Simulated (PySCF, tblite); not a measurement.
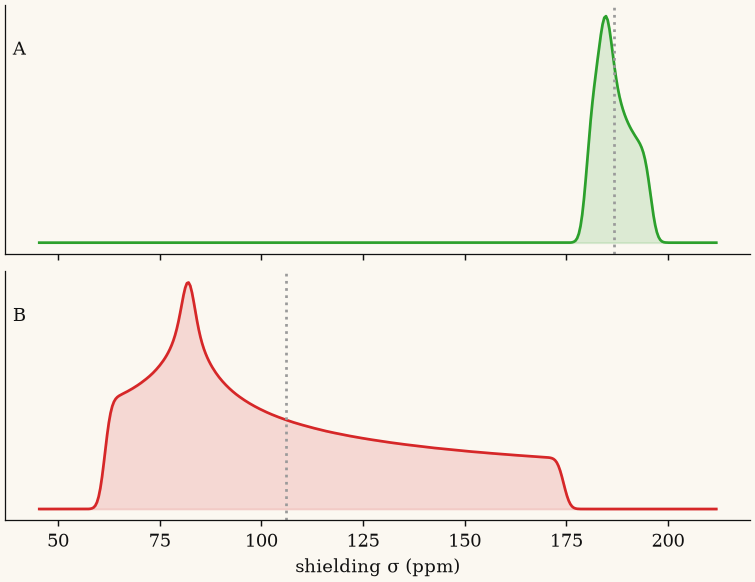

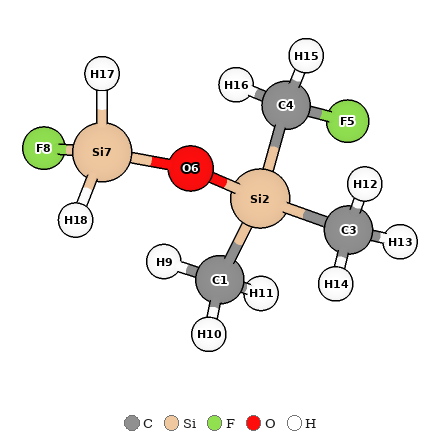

Static powder patterns (¹³C) from GIAO shielding tensors of C₃H₁₀F₂OSi₂, SMILES C[Si](C)(CF)O[SiH2]F, PBE0/pcSseg-1 with PySCF 2.14.0, at a GFN2-xTB geometry (a minimum by its frequencies); absolute shielding, one fixed geometry of the isolated molecule without any motion, no dipolar terms. The dotted line is the isotropic value; skew is 3(σiso − σ22)/span.

The panels belong to C3 and C4. Which is which?

Answer. panel A: C3, σ11, σ22, σ33 = 180, 185, 196 ppm, isotropic 187, span 16 ppm, skew 0.40; panel B: C4, σ11, σ22, σ33 = 61, 82, 174 ppm, isotropic 106, span 113 ppm, skew 0.64.

Known limits of this run: the tight-binding geometry is rougher than a DFT one and adds to the error; one conformer of a flexible molecule.
